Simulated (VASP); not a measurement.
Consider the following.

```
BN
1.0
    0.00000     1.81992     1.81992
    1.81992     0.00000     1.81992
    1.81992     1.81992     0.00000
B N
1 1
Direct
  0.00000   0.00000   0.00000
  0.25000   0.25000   0.25000
```

Method: revPBE GGA, VASP's PBE PAW potentials (set 64) (plane waves; VASP 6.6.1). Run with 520 eV cut-off, 14×14×14 Γ-centred mesh, tetrahedra with Blöchl corrections, potentials B N.

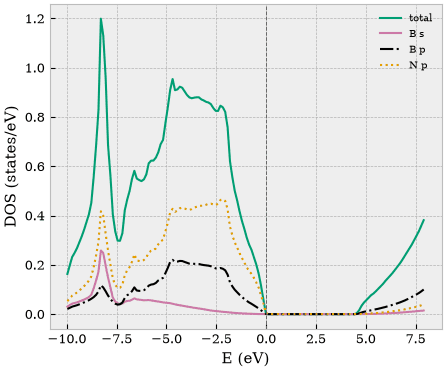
Figure: Total and projected density of states, zero at the valence-band maximum

Within 2 eV below the valence-band maximum the largest weight inside VASP's projection spheres is N p, then B p.

The gap is indirect, 4.46 eV, from the valence maximum at Γ to the conduction minimum at X.

The compound is BN in the zinc blende structure. It was relaxed first.
